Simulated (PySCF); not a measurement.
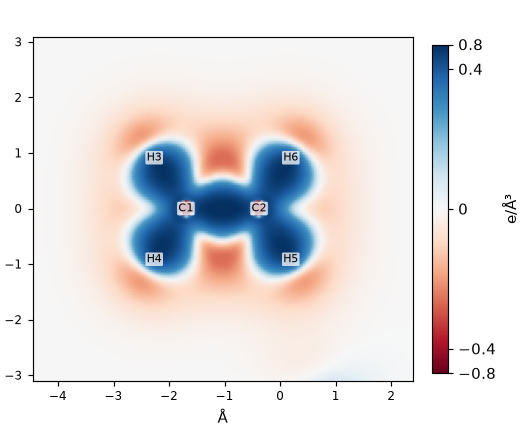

*C₃H₄OS, SMILES `C=C.O=C=S`. Deformation density (molecule less spherical, spin-averaged free atoms) in the plane of C1, C2, H3, H4, H5 and H6; colour scale in e/Å³, logarithmic beyond ±0.1; blue: gain, red: loss.*

Method: HF/def2-SVP; geometry: GFN2-xTB; program: PySCF. The pair's geometry is semi-empirical, so its contact may be too short or too long. GFN2-xTB bond lengths at metals and heavier atoms can be off by up to 0.1 Å and shapes distorted, which carries into these values.

Coordinates in Å:

```
C1      -3.6499   -0.5818    0.0879
C2      -3.0909    0.6075    0.1617
H3      -4.7161   -0.7066   -0.0096
H4      -3.0688   -1.4888    0.1206
H5      -2.0248    0.7319    0.2583
H6      -3.6717    1.5148    0.1288
O7       3.4091   -0.0899    0.3509
C8       2.2934   -0.0328    0.0613
S9       0.8059    0.0444   -0.3232
```

**Describe the bonding that the map shows.**

C1–C2: +0.85 e/Å³ at the bond critical point (bond length 1.32 Å, Mayer order 2.0). C1–H3: +0.72 e/Å³ at the bond critical point (bond length 1.08 Å, Mayer order 1.0). C2–H5: +0.72 e/Å³ at the bond critical point (bond length 1.08 Å, Mayer order 1.0). C1–H4: +0.72 e/Å³ at the bond critical point (bond length 1.08 Å, Mayer order 1.0). C2–H6: +0.72 e/Å³ at the bond critical point (bond length 1.08 Å, Mayer order 1.0). In all, 2.1 electrons gather in the regions of gain relative to the promolecule.

**Where do the Hirshfeld charges lie?**

The highest Hirshfeld charge is on C8 (+0.25 e), the lowest on O7 (−0.19 e).

```
atom  charge (e)
  C1       −0.10
  C2       −0.10
  H3       +0.05
  H4       +0.05
  H5       +0.04
  H6       +0.05
  O7       −0.19
  C8       +0.25
  S9       −0.05
```
